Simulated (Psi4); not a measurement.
**GeH3O (SMILES [O][GeH3]): UB2PLYP/def2-TZVP (density fitting for correlation)**

Aim: the vertical doublet–quartet gap of GeH3O at UB2PLYP/def2-TZVP (density fitting for correlation), from 2 runs. 

The calculation is run with Psi4 1.11.

2 further runs of the same task are left out: 2 set aside as unsound or not needed.

## Step 1: The structure to begin with

The species is GeH3O (5 atoms), meant as a doublet with charge 0. As SMILES, `[O][GeH3]`. The shape is that of a PBE0-D4/def2-TZVP optimisation.

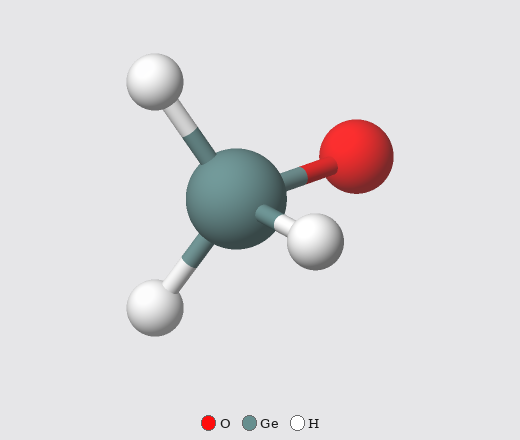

The structure, seen from a chosen angle (oxygen red, germanium teal, hydrogen white).

## Step 2: A single-point energy at UB2PLYP/def2-TZVP (density fitting for correlation)

Contents of geh3o.json:

```json
{
  "schema_name": "qcschema_input",
  "schema_version": 1,
  "molecule": {
    "schema_name": "qcschema_molecule",
    "schema_version": 2,
    "symbols": ["O", "Ge", "H", "H", "H"],
    "geometry": [-2.72857555, 0.79103936, 1.46888412, 0.1366272, -0.10639158, -0.10752542, -0.30651358, -0.17234302, -2.97575173, 1.03556992, -2.67982062, 0.89100587, 1.95718935, 2.02843202, 0.6451525],
    "molecular_charge": 0,
    "molecular_multiplicity": 2,
    "fix_symmetry": "c1",
    "fix_com": true,
    "fix_orientation": true
  },
  "driver": "energy",
  "model": {
    "method": "b2plyp",
    "basis": "def2-TZVP"
  },
  "keywords": {
    "reference": "uks",
    "puream": true,
    "e_convergence": 1e-09,
    "d_convergence": 1e-08,
    "scf_type": "pk",
    "dft_radial_points": 99,
    "dft_spherical_points": 590,
    "num_frozen_docc": 10,
    "maxiter": 100
  }
}
```

On the command line:

```bash
$ psi4 --qcschema geh3o.json -n 1 --memory 2200MB
```

stdout:

```text
[...]
  Running in c1 symmetry.
[...]
  Nuclear repulsion =  113.909881341768397
[...]
  Multiplicity = 2
[...]
  Nalpha       = 22
  Nbeta        = 21
[...]
    Number of basis functions: 97
[...]
   @UKS iter   1: -2151.96889122386165   -2.43699e+00   3.02258e-02 DIIS/ADIIS
[...]
   @UKS iter  20: -2153.41552890824732   -8.68567e-11   9.11097e-09 DIIS
[...]
   @S^2 Observed:                7.553729510E-01
[...]
    Orbital Energies [Eh]
    ---------------------
    Alpha Occupied:
       1A   -401.480779     2A    -50.782985     3A    -45.123261
       4A    -45.122673     5A    -45.122500     6A    -19.776315
       7A     -6.642879     8A     -4.734302     9A     -4.732542
      10A     -4.731975    11A     -1.417527    12A     -1.412187
      13A     -1.410988    14A     -1.408275    15A     -1.407879
      16A     -1.117941    17A     -0.639619    18A     -0.514363
      19A     -0.455316    20A     -0.453164    21A     -0.409177
      22A     -0.385573
    Alpha Virtual:
      23A      0.043885    24A      0.073313    25A      0.099145
[...]
  @UKS Final Energy: -2153.41552890824732
   => Energetics <=
    Nuclear Repulsion Energy =            113.9098813417683971
    One-Electron Energy =               -3226.9565540145963496
    Two-Electron Energy =                1001.8594346877994212
    DFT Exchange-Correlation Energy =     -42.2282909232189567
    Empirical Dispersion Energy =           0.0000000000000000
    VV10 Nonlocal Energy =                  0.0000000000000000
    Total Energy =                      -2153.4155289082473246
[...]
 Multipole Moments:
 ------------------------------------------------------------------------------------
     Multipole            Electronic (a.u.)      Nuclear  (a.u.)        Total (a.u.)
 ------------------------------------------------------------------------------------
 L = 1.  Multiply by 2.5417464519 to convert [e a0] to [Debye]
 Dipole X            :         15.4465425          -14.7702883            0.6762542
 Dipole Y            :         -2.3309241            2.1000527           -0.2308714
 Dipole Z            :         -7.2551353            6.8706662           -0.3844691
 Magnitude           :                                                    0.8114419
[...]
```

The result, in JSON:

```text
{
 "driver": "energy",
 "model": {
  "method": "b2plyp",
  "basis": "def2-TZVP"
 },
 "success": true,
 "return_result": -2153.560142880268,
 "properties": {
  "calcinfo_nbasis": 97,
  "calcinfo_nmo": 97,
  "calcinfo_nalpha": 22,
  "calcinfo_nbeta": 21,
  "calcinfo_natom": 5,
  "nuclear_repulsion_energy": 113.9098813417684,
  "return_energy": -2153.560142880268,
  "scf_one_electron_energy": -3226.9565540145963,
  "scf_two_electron_energy": 1001.8594346877994,
  "scf_xc_energy": -42.22829092321896,
  "scf_dipole_moment": [0.6762542164130085, -0.2308714353785839, -0.38446911811515605],
  "scf_total_energy": -2153.4155289082473,
  "scf_iterations": 20
 }
}
```

Run time: 30 s. Hardware: 1 thread of Intel Xeon Platinum 8259CL at 2.50GHz (Skylake/Cascade Lake), shared host; peak memory 1.1 GiB.

## Step 3: The quartet, same level

Contents of geh3o.py:

```python
import psi4

psi4.set_memory('2200 MB')
psi4.set_num_threads(1)
psi4.core.set_output_file('psi4.out', False)

m = psi4.geometry("""
0 4
O
Ge 1 1.794514
H 2 1.536205 1 109.65341
H 2 1.536228 3 111.52875 1 121.65505
H 2 1.537207 3 111.61489 4 125.60154
symmetry c1
no_reorient
no_com
""")

options = {'basis': 'def2-TZVP', 'reference': 'uks', 'puream': True, 'e_convergence': 1e-09, 'd_convergence': 1e-08, 'scf_type': 'pk', 'dft_radial_points': 99, 'dft_spherical_points': 590, 'num_frozen_docc': 10, 'maxiter': 100}
psi4.set_options(options)

e = psi4.energy('b2plyp', molecule=m)
print(f'total energy {e:.8f} hartree = {e * 27.211386:.5f} eV')
```

On the command line:

```bash
$ python geh3o.py
```

psi4.out:

```text
[...]
  Running in c1 symmetry.
[...]
  Nuclear repulsion =  113.909896385296889
[...]
  Multiplicity = 4
[...]
  Nalpha       = 23
  Nbeta        = 20
[...]
    Number of basis functions: 97
[...]
   @UKS iter   1: -2151.58330525058909   -2.05141e+00   3.11384e-02 DIIS/ADIIS
[...]
   @UKS iter  19: -2153.17697301460976   -1.81899e-12   3.72981e-09 DIIS
[...]
   @S^2 Observed:                3.764424800E+00
[...]
    Orbital Energies [Eh]
    ---------------------
    Alpha Occupied:
       1A   -401.460705     2A    -50.764802     3A    -45.105790
       4A    -45.103889     5A    -45.103801     6A    -19.959686
       7A     -6.625661     8A     -4.718931     9A     -4.714004
      10A     -4.713973    11A     -1.412060    12A     -1.394438
      13A     -1.393671    14A     -1.390170    15A     -1.389552
      16A     -1.292989    17A     -0.691121    18A     -0.655862
      19A     -0.655355    20A     -0.562388    21A     -0.418613
      22A     -0.415201    23A     -0.109662
    Alpha Virtual:
      24A      0.072092    25A      0.094553    26A      0.096464
[...]
  @UKS Final Energy: -2153.17697301460976
   => Energetics <=
    Nuclear Repulsion Energy =            113.9098963852968893
    One-Electron Energy =               -3226.1510268950260070
    Two-Electron Energy =                1001.2460481501886989
    DFT Exchange-Correlation Energy =     -42.1818906550696653
    Empirical Dispersion Energy =           0.0000000000000000
    VV10 Nonlocal Energy =                  0.0000000000000000
    Total Energy =                      -2153.1769730146097572
[...]
 Multipole Moments:
 ------------------------------------------------------------------------------------
     Multipole            Electronic (a.u.)      Nuclear  (a.u.)        Total (a.u.)
 ------------------------------------------------------------------------------------
 L = 1.  Multiply by 2.5417464519 to convert [e a0] to [Debye]
 Dipole X            :         -0.0243092            0.1024213            0.0781121
 Dipole Y            :         -0.0134070            0.0559965            0.0425895
 Dipole Z            :          0.0188714           -0.6587424           -0.6398710
 Magnitude           :                                                    0.6460265
[...]
```

On the terminal:

```text
total energy -2153.31896868 hartree = -58594.79364 eV
```

Wall time 30 s (1 thread of Intel Xeon Platinum 8259CL at 2.50GHz (Skylake/Cascade Lake), shared host); peak memory 1.1 GiB.

## Step 4: Outcome

At UB2PLYP/def2-TZVP (density fitting for correlation), 10 core orbitals frozen:

| quantity | value |
| --- | --- |
| doublet: total energy | -2153.56014 Eh |
| doublet: HOMO energy (SCF part's orbitals) (highest over α and β) | -9.94 eV |
| doublet: LUMO energy (SCF part's orbitals) (lowest over α and β) | -1.76 eV |
| doublet: ⟨S²⟩ | 0.755 |
| quartet: total energy | -2153.31897 Eh |
| quartet: HOMO energy (SCF part's orbitals) (highest over α and β) | -2.98 eV |
| quartet: ⟨S²⟩ | 3.764 |
| vertical energy of the quartet above the doublet | 6.563 eV |

In words: At this shape the quartet lies 6.56 eV (633 kJ/mol) above the doublet.
